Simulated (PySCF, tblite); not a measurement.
# C₂H₆F₂OSi₃: geometry, infrared bands and NMR shifts

What infrared bands and NMR shifts should C₂H₆F₂OSi₃ (`O=C[C@]1(F)[SiH2][Si@H](F)[SiH2]1`) show?

The runs use tblite 0.8.0 and PySCF 2.14.0, with density-fitted response routines of our own; the level of theory stands in each step. All values are computed, except where a source is named. Atoms are numbered from 0 throughout.

### 1 The starting structure

14 atoms, charge 0, multiplicity 1; geometry from: force field or distance geometry start.

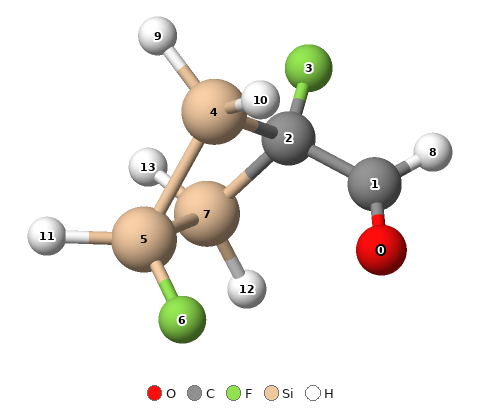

As it starts; oxygen red, carbon grey, fluorine green, silicon light orange, hydrogen white, atoms numbered.

### 2 Optimising the geometry with GFN2-xTB

Job settings and geometry (Å):

```
{"job": {"kind": "relax", "xc": "GFN2-xTB", "basis": "xTB"}, "charge": 0, "multiplicity": 1}
O     -1.292800     0.445000    -2.082900
C     -1.776600     0.250200    -0.972300
C     -0.993900    -0.038100     0.349300
F     -1.887100    -0.194700     1.350700
Si     0.338000     1.262800     0.740200
Si     1.889900    -0.002000    -0.322700
F      2.067300     0.299200    -1.881800
Si     0.254400    -1.462200     0.205500
H     -2.864500     0.255500    -0.840600
H      0.607400     1.371900     2.199100
H      0.066700     2.612200     0.162100
H      3.196600    -0.183800     0.379700
H     -0.105200    -2.483400    -0.818300
H      0.499100    -2.133100     1.509900
```

Command:

```sh
$ OMP_NUM_THREADS=1 python probes_run.py task.json out
```

The driver reads the jobs from task.json and runs them one after another.

What it wrote:

```text
step      E/eV     max force
  0    -708.26942    2.860
  1    -708.57820    2.124
  2    -708.66595    1.640
  3    -708.72877    0.774
  4    -708.81660    1.301
  5    -708.89111    1.382
  6    -708.94293    0.715
  7    -708.97506    0.460
  8    -709.00971    0.676
  9    -709.03605    0.737
 10    -709.05250    0.383
 11    -709.06169    0.244
 12    -709.06944    0.326
 13    -709.07827    0.439
 14    -709.08634    0.341
 15    -709.09186    0.156
 16    -709.09544    0.161
 17    -709.09829    0.182
 18    -709.10079    0.171
 19    -709.10274    0.123
 20    -709.10436    0.138
 21    -709.10626    0.172
 22    -709.10887    0.171
 23    -709.11226    0.178
 24    -709.11620    0.163
 25    -709.12011    0.250
 26    -709.12308    0.223
 27    -709.12477    0.113
 28    -709.12573    0.091
 29    -709.12664    0.112
 30    -709.12795    0.146
 31    -709.12958    0.151
 32    -709.13087    0.106
 33    -709.13148    0.058
 34    -709.13180    0.049
 35    -709.13206    0.054
 36    -709.13231    0.050
 37    -709.13252    0.052
 38    -709.13275    0.064
 39    -709.13305    0.073
 40    -709.13340    0.060
 41    -709.13367    0.046
 42    -709.13384    0.037
 43    -709.13400    0.047
 44    -709.13429    0.069
 45    -709.13472    0.082
 46    -709.13520    0.062
 47    -709.13554    0.043
 48    -709.13576    0.039
 49    -709.13602    0.059
 50    -709.13647    0.073
 51    -709.13724    0.110
 52    -709.13835    0.148
 53    -709.13966    0.148
 54    -709.14094    0.102
 55    -709.14186    0.078
 56    -709.14227    0.047
 57    -709.14249    0.033
 58    -709.14265    0.034
 59    -709.14285    0.044
 60    -709.14313    0.061
 61    -709.14358    0.093
 62    -709.14424    0.106
 63    -709.14524    0.098
 64    -709.14611    0.088
 65    -709.14688    0.068
 66    -709.14752    0.086
 67    -709.14823    0.079
 68    -709.14892    0.056
 69    -709.14951    0.052
 70    -709.14996    0.049
 71    -709.15047    0.060
 72    -709.15100    0.062
 73    -709.15161    0.081
 74    -709.15218    0.079
 75    -709.15295    0.111
 76    -709.15365    0.058
 77    -709.15413    0.138
 78    -709.15470    0.054
 79    -709.15497    0.064
 80    -709.15529    0.045
 81    -709.15537    0.018
 82    -709.15542    0.027
 83    -709.15547    0.037
 84    -709.15553    0.027
 85    -709.15557    0.019
 86    -709.15560    0.012
 87    -709.15562    0.010
```

It took 1.3 s on 1 thread of Arm Neoverse N1, shared host; peak memory 0.18 GiB.

The steps of the relaxation: (not every step is listed)

| step | energy from step 0 (eV) | largest force (eV/Å) |
| --- | --- | --- |
| 0 | 0.0000 | 2.8601 |
| 1 | -0.3088 | 2.1243 |
| 2 | -0.3965 | 1.6405 |
| 3 | -0.4594 | 0.7738 |
| 4 | -0.5472 | 1.3010 |
| 5 | -0.6217 | 1.3820 |
| 6 | -0.6735 | 0.7152 |
| 7 | -0.7056 | 0.4599 |
| 8 | -0.7403 | 0.6756 |
| 15 | -0.8224 | 0.1560 |
| 22 | -0.8395 | 0.1706 |
| 29 | -0.8572 | 0.1118 |
| 36 | -0.8629 | 0.0503 |
| 43 | -0.8646 | 0.0469 |
| 50 | -0.8671 | 0.0728 |
| 57 | -0.8731 | 0.0332 |
| 64 | -0.8767 | 0.0885 |
| 71 | -0.8811 | 0.0596 |
| 78 | -0.8853 | 0.0540 |
| 82 | -0.8860 | 0.0269 |
| 83 | -0.8861 | 0.0373 |
| 84 | -0.8861 | 0.0270 |
| 85 | -0.8862 | 0.0194 |
| 86 | -0.8862 | 0.0119 |
| 87 | -0.8862 | 0.0103 |

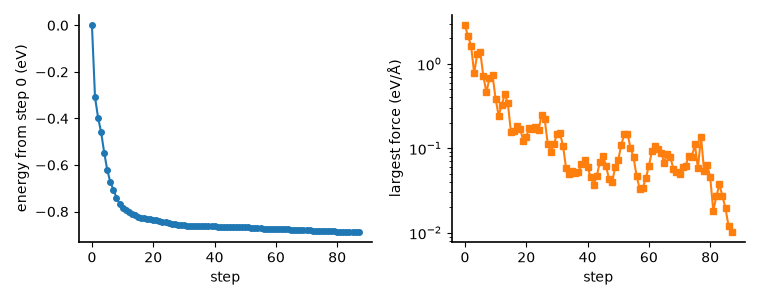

Energy and force, step by step.

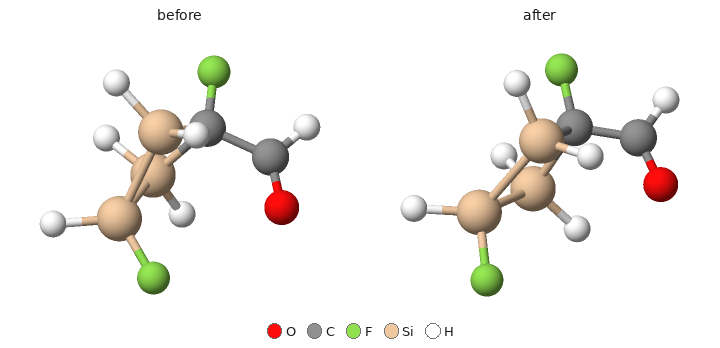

The geometry before (left) and after (right).

Close pairs (by a distance rule), those that changed most:

| bond | before (Å) | after (Å) | change (Å) |
| --- | --- | --- | --- |
| C1–C2 | 1.563 | 1.451 | -0.112 |
| Si5–Si7 | 2.255 | 2.343 | +0.088 |
| C2–Si7 | 1.899 | 1.986 | +0.087 |
| C2–Si4 | 1.902 | 1.987 | +0.085 |
| Si4–Si5 | 2.267 | 2.344 | +0.078 |
| C2–F3 | 1.351 | 1.400 | +0.049 |
| Si4–H10 | 1.493 | 1.462 | -0.031 |
| Si5–H11 | 1.495 | 1.464 | -0.030 |

The end geometry stands in the next job.

### 3 Harmonic vibrations with GFN2-xTB

Job settings and geometry (Å):

```
{"job": {"kind": "ir", "xc": "GFN2-xTB", "basis": "xTB"}, "charge": 0, "multiplicity": 1}
O     -1.703620     0.393113    -1.733407
C     -1.927743     0.171889    -0.561000
C     -0.875750    -0.052133     0.413033
F     -1.426013    -0.279502     1.679920
Si     0.376523     1.490283     0.442651
Si     2.063851    -0.057248    -0.061717
F      2.847515     0.189686    -1.459992
Si     0.275770    -1.568949    -0.151250
H     -2.961711     0.131018    -0.170023
H      0.286998     2.058471     1.791687
H     -0.080930     2.507525    -0.503025
H      3.225626    -0.264037     0.805516
H     -0.231665    -2.128371    -1.402898
H      0.130469    -2.592218     0.888337
```

What it wrote:

```text
mode    cm-1     km/mol
  1      16.5      0.13
  2      86.2      0.56
  3     122.4     17.79
  4     124.4     18.19
  5     155.5      2.19
  6     185.1      2.37
  7     236.5      9.62
  8     257.8      8.34
  9     311.3      5.25
 10     311.9      3.97
 11     362.5     48.20
 12     390.2     10.37
 13     417.8      0.87
 14     447.5    139.28
 15     478.2      4.48
 16     500.6     14.41
 17     504.0     22.58
 18     574.7    162.51
 19     585.5     35.78
 20     656.6     14.76
 21     671.7    559.39
 22     692.7      2.16
 23     765.5    155.23
 24     767.3    400.99
 25     798.3    106.60
 26     933.3      9.78
 27    1017.5     66.38
 28    1140.8    169.88
 29    1350.3     31.51
 30    1698.3    309.89
 31    2214.3    179.95
 32    2229.9    125.67
 33    2239.8    526.17
 34    2268.4    180.77
 35    2274.8    305.80
 36    2775.9    131.87
```

It took 1.1 s on 1 thread of Arm Neoverse N1, shared host; peak memory 0.18 GiB.

The strongest bands and the atoms that carry them (share of the mass-weighted mode):

| cm⁻¹ | km/mol | atoms |
| --- | --- | --- |
| 672 | 559.4 | H11 26 %, H10 16 %, H12 15 %, H9 14 % |
| 767 | 401.0 | H10 27 %, H9 27 %, H12 20 %, H13 20 % |
| 1141 | 169.9 | C2 59 %, C1 29 % |
| 1698 | 309.9 | C1 60 %, O0 38 % |
| 2214 | 179.9 | H11 88 % |
| 2240 | 526.2 | H13 67 %, H9 22 % |
| 2268 | 180.8 | H10 76 %, H12 17 % |
| 2275 | 305.8 | H12 76 %, H10 18 % |

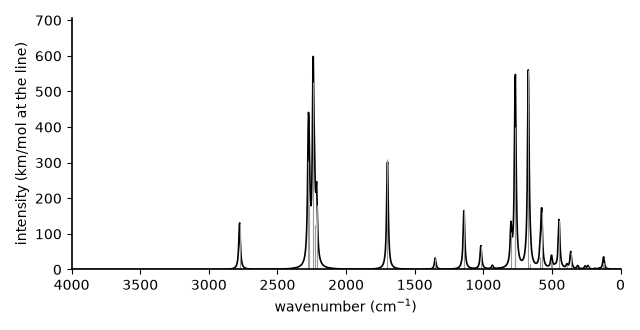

The infrared spectrum from these modes, unscaled. Lines are broadened to a width of 14 cm⁻¹ (Lorentzian).

### 4 NMR shieldings: PBE0/pcSseg-1

Settings changed since step 3:

```diff
@@ -1,2 +1,2 @@
-{"job": {"kind": "ir", "xc": "GFN2-xTB", "basis": "xTB"}, "charge": 0, "multiplicity": 1}
+{"job": {"kind": "nmr", "xc": "PBE0", "basis": "pcSseg-1"}, "charge": 0, "multiplicity": 1}
 O     -1.703620     0.393113    -1.733407
```

With the program's defaults for keys left out, this is: GIAO PBE0/pcSseg-1 NMR shielding, non-relativistic, gas phase.

What it wrote:

```text
coarse grid: 14024 points
cycle   1  E = -1222.1719738197  dE =  9.108e-01  |g| = 1.009e+00  |ddm| = 3.546e+00
cycle   2  E = -1221.4716977635  dE =  7.003e-01  |g| = 2.132e+00  |ddm| = 3.163e+00
cycle   3  E = -1222.3488763055  dE = -8.772e-01  |g| = 2.537e-01  |ddm| = 2.572e+00
cycle   4  E = -1222.3585902200  dE = -9.714e-03  |g| = 1.276e-01  |ddm| = 3.093e-01
cycle   5  E = -1222.3611831908  dE = -2.593e-03  |g| = 1.767e-02  |ddm| = 9.986e-02
cycle   6  E = -1222.3612334686  dE = -5.028e-05  |g| = 9.035e-03  |ddm| = 2.551e-02
cycle   7  E = -1222.3612490339  dE = -1.557e-05  |g| = 1.723e-03  |ddm| = 8.846e-03
cycle   8  E = -1222.3612496947  dE = -6.608e-07  |g| = 3.999e-04  |ddm| = 3.134e-03
final grid: 124848 points
cycle   9  E = -1222.4275583222  dE = -1.693e-05  |g| = 1.030e-02  |ddm| = 1.848e-02
cycle  10  E = -1222.4274973171  dE =  6.101e-05  |g| = 2.073e-02  |ddm| = 2.159e-02
cycle  11  E = -1222.4275772739  dE = -7.996e-05  |g| = 1.318e-03  |ddm| = 1.568e-02
cycle  12  E = -1222.4275775647  dE = -2.908e-07  |g| = 4.273e-04  |ddm| = 1.499e-03
cycle  13  E = -1222.4275775922  dE = -2.752e-08  |g| = 6.503e-05  |ddm| = 3.069e-04
cycle  14  E = -1222.4275775928  dE = -6.200e-10  |g| = 2.468e-05  |ddm| = 7.193e-05
converged SCF energy = -1222.4275775928

GIAO shielding tensors (ppm)
atom      isotropic    diamagn.    paramagn.     s11        s22        s33       span
  0 O     -283.357     401.203    -684.560   -867.866   -363.070    380.867   1248.733
  1 C      -29.261     247.576    -276.837   -121.279    -46.015     79.510    200.790
  2 C       81.520     259.658    -178.138     56.933     77.341    110.285     53.352
  3 F      396.965     476.097     -79.132    366.861    371.674    452.362     85.501
  4 Si     373.453     880.944    -507.491    325.966    333.613    460.779    134.813
  5 Si     305.785     876.334    -570.549    206.713    294.714    415.928    209.216
  6 F      411.960     465.646     -53.686    338.230    422.828    474.822    136.592
  7 Si     373.765     880.957    -507.192    326.447    333.881    460.967    134.520
  8 H       20.939      28.279      -7.341     18.327     21.109     23.380      5.052
  9 H       26.749      29.231      -2.482     23.597     25.635     31.014      7.417
 10 H       26.660      29.276      -2.616     23.993     25.424     30.563      6.570
 11 H       24.904      27.860      -2.956     21.544     24.242     28.926      7.381
 12 H       26.668      29.282      -2.614     23.998     25.429     30.577      6.579
 13 H       26.759      29.242      -2.483     23.603     25.647     31.027      7.424
```

Wall time 55 s (1 thread of Arm Neoverse N1, shared host); peak memory 0.84 GiB.

The references, computed at this level on geometries of the same kind, shield at (ppm): 1H TMS 31.72, 13C TMS 186.9, 29Si TMS 349.2, 19F CFCl3 170.9, 17O H2O 336.1. Their shielding less the atom's gives the shift. The references are single molecules in the gas phase, so shifts against H2O, NH3, PH3, H3PO4 or CFCl3 are not on the usual liquid scales and can be off by tens of ppm. Atoms listed in one row are averaged.

| atoms | environment | σ (ppm) | δ (ppm) | δ scaled to CDCl3 |
| --- | --- | --- | --- | --- |
| C1 | aldehyde carbonyl carbon | -29.3 | 216.2 | 209.1 |
| C2 | fully substituted sp3 carbon bonded to F and 2 Si, α to a carbonyl | 81.5 | 105.4 | 101.0 |
| H8 | hydrogen on an aldehyde carbonyl carbon | 20.94 | 10.78 | 10.27 |
| H11 | hydrogen on a silicon bonded to F, 2 Si, in a 4-membered ring | 24.90 | 6.81 | – |
| H10, H12 | hydrogen on a silicon bonded to C, Si, in a 4-membered ring | 26.66 | 5.05 | – |
| H9, H13 | hydrogen on a silicon bonded to C, Si, in a 4-membered ring | 26.75 | 4.96 | – |
| O0 | aldehyde oxygen | -283.4 | 619.4 | – |
| F3 | fluorine on an sp3 carbon | 397.0 | -226.0 | – |
| F6 | fluorine bonded to Si | 412.0 | -241.0 | – |
| Si5 | silicon bonded to F, 2 Si, H, in a 4-membered ring | 305.8 | 43.4 | – |
| Si4, Si7 | silicon bonded to C, Si, 2 H, in a 4-membered ring | 373.6 | -24.5 | – |

The scaled column applies a straight-line fit of computed shieldings to shifts measured in CDCl3, and one for carbons that bear F (root-mean-square error 0.16 ppm for H, 1.9 ppm for C).

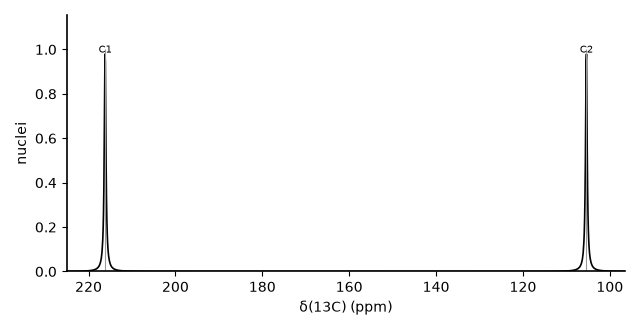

13C lines at the computed shifts, without couplings. Lines are broadened to a width of 0.44 ppm (Lorentzian).

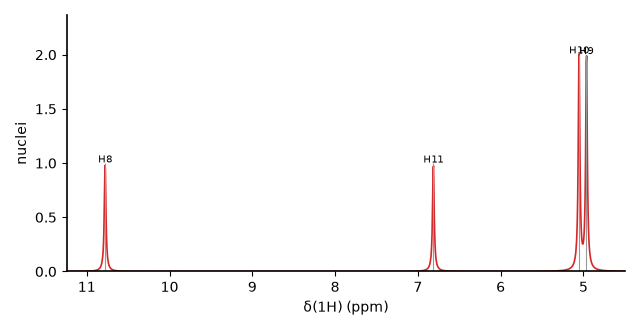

1H lines at the computed shifts, without couplings. Lines are broadened to a width of 0.02 ppm (Lorentzian).

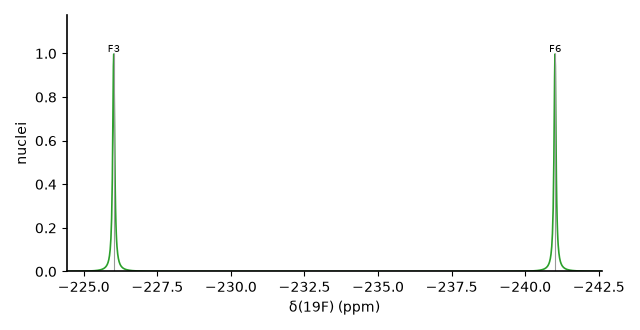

19F lines at the computed shifts, without couplings. Lines are broadened to a width of 0.08 ppm (Lorentzian).

The run also stored atomic charges by several schemes (e):

| atoms | Mulliken | IAO | Hirshfeld | ESP fit |
| --- | --- | --- | --- | --- |
| O0 | -0.38 | -0.43 | -0.24 | -0.50 |
| C1 | 0.27 | 0.24 | 0.10 | 0.43 |
| C2 | -0.41 | -0.21 | -0.07 | -0.04 |
| F3 | -0.33 | -0.32 | -0.12 | -0.24 |
| Si4, Si7 | 0.35 | 0.42 | 0.25 | 0.20 |
| Si5 | 0.59 | 0.70 | 0.29 | 0.36 |
| F6 | -0.42 | -0.53 | -0.21 | -0.27 |

ESP fit charges:

O0 -0.50; C1 0.43; C2 -0.04; F3 -0.24; Si4 0.20; Si5 0.36; F6 -0.27; Si7 0.20; H8 0.03; H9 -0.05; H10 0.00; H11 -0.06; H12 -0.01; H13 -0.05

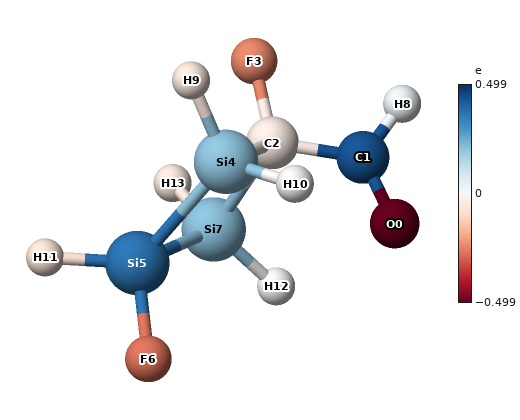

ESP fit charges, as colours on the atoms.

Mayer bond orders: O0–C1 1.92, C1–C2 1.00, C2–F3 0.79, C2–Si4 0.74, Si4–Si5 0.85, Si5–F6 0.91, Si5–Si7 0.85, Si7–C2 0.74.

Ring of atoms C2, Si4, Si5, Si7: NICS(0) 2.8, NICS(1) 0.0, NICS(1)zz 4.4 ppm (means of both faces).

### 5 Outcome

| quantity | value |
| --- | --- |
| strongest single infrared mode (GFN2-xTB) | 672 cm⁻¹, 559 km/mol |
| zero-point energy (GFN2-xTB) | 43.7 kcal/mol |
| 13C shifts against TMS (PBE0/pcSseg-1) | 216.2, 105.4 ppm |
| 1H shifts against TMS (PBE0/pcSseg-1, means over atoms taken as alike) | 10.78, 6.81, 5.05, 4.96 ppm |
| 17O shifts against H2O (PBE0/pcSseg-1) | 619.4 ppm |
| 19F shifts against CFCl3 (PBE0/pcSseg-1) | -226.0, -241.0 ppm |
| 29Si shifts against TMS (PBE0/pcSseg-1, means over atoms taken as alike) | 43.4, -24.5 ppm |

What this shows: Relaxing lowered the energy by 0.886 eV in 87 steps; the close pair that moved most is C1–C2, from 1.563 to 1.451 Å. No mode is imaginary among the 36: a minimum at this level. The strongest single mode, at 672 cm⁻¹, has its largest shares on H11, H10, H12 and H9 (the list is cut at 4 atoms). Unscaled tight-binding wavenumbers are off by several per cent, some by more. Its intensities can rank the bands wrongly. C1 (aldehyde carbonyl carbon) lies farthest downfield among carbon, at 216.2 ppm; low-lying n→π* states of the double bond to the heteroatom give a large paramagnetic term (-277 ppm). The most deshielded hydrogen is H8 (hydrogen on an aldehyde carbonyl carbon), at 10.78 ppm: the formyl region, downfield of aromatic protons. At PBE0/pcSseg-1: The largest span, 1249 ppm, is at O0, where the paramagnetic term is -685 ppm.
